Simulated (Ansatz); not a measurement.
Results of PBEsol-D3(BJ) (Ansatz, a program for electronic structure, PAW) for chalcopyrite ZnGeP2.

Run with plane-wave cutoff 520 eV, 10×10×10 k mesh, Fermi–Dirac smearing 0.01 eV, scalar-relativistic PAW data made under PBE.

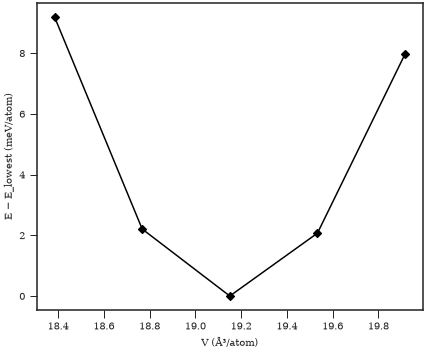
Figure: Total energy against volume

From the curve, estimate the equilibrium volume and the bulk modulus.

V0 ≈ 19.1 Å³/atom and B0 ≈ 89 GPa; the fit gives V0 = 19.149 Å³/atom, B0 = 89.4 GPa, B′ = 4.5.

Shape and atoms are relaxed at each volume.

Measured, for comparison: bulk modulus 79 GPa (room temperature, no zero-point or thermal correction; as tabulated in Isothermal phase behavior of Ag3SbS3, ZnGeP2, and ZnS (abstract)). Computed (rounded) less measured: bulk modulus +13 %.

Note: the bulk modulus comes from volumes at which shape and atoms were relaxed.
